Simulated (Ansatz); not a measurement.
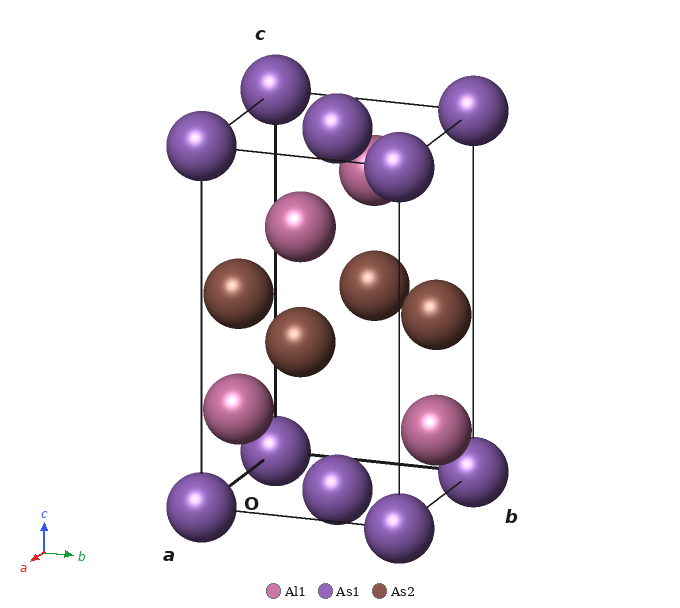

One unit cell; atoms that symmetry makes equivalent share a colour (atoms on faces, edges and corners are repeated). Crystal: AlAs2, coordinates from a relaxation with DFT PBE, scalar-relativistic, plane waves, PAW in Ansatz 0.2.0; the starting structure was generated, so it need not be a known form of this composition. Geometry calculated from the standardised cell; symmetry tolerance 0.002 Å.

a = 4.244 Å, b = 4.244 Å, c = 7.574 Å, α = 90.00°, β = 90.00°, γ = 90.00°; space group P4/nmm (No. 129, origin choice 1).

One atom of each site: Al1 (0, 1/2, 0.806); As1 (0, 0, 0); As2 (0, 1/2, 0.487).

Give the multiplicity, Wyckoff letter and site symmetry of each site.

Answer.
```json
{"site": "Al1", "Wyckoff": "2c", "symmetry": "4mm"}
{"site": "As1", "Wyckoff": "2a", "symmetry": "-4m2"}
{"site": "As2", "Wyckoff": "2c", "symmetry": "4mm"}
```

How many free positional parameters does the structure have?

Answer. 2: Al1 1, As1 0, As2 1.
